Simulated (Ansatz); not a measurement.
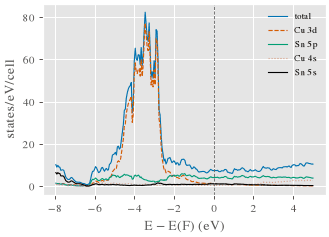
*Total and projected density of states of Cu$_{6}$Sn$_{5}$ in space group C2/c (No. 15; Pearson symbol mS44), DFT-PBEsol in the program Ansatz with PAW potentials*

Task: Which orbitals carry the states next to the Fermi level?

Result: Within 0.5 eV of the Fermi level: Sn 5p 56 %, Cu 3d 16 %, Sn 5s 15 %, Cu 4s 6 %, outside the projected shells 7 %. Projections are on Löwdin-orthogonalised atomic valence shells; empty p or d shells of many metals are not among them.

Task: Where is the tallest occupied peak in this window, and what makes it?

Result: Near -3.4 eV, about 82 states/eV per cell; the largest projected share is Cu 3d.

The first step of the workflow began from a Materials Project structure, measured or hypothetical; the Crystallography Open Database files this formula in space group No. 15, but the cells were not matched. Its standing as an ambient phase is unchecked. The PBEsol relaxation kept the symmetry of its start; its stability against distortions is not shown here. The run is not spin-polarised. Spin–orbit coupling is left out wherever it is not named.

Potentials: the later of the program's two PAW sets.
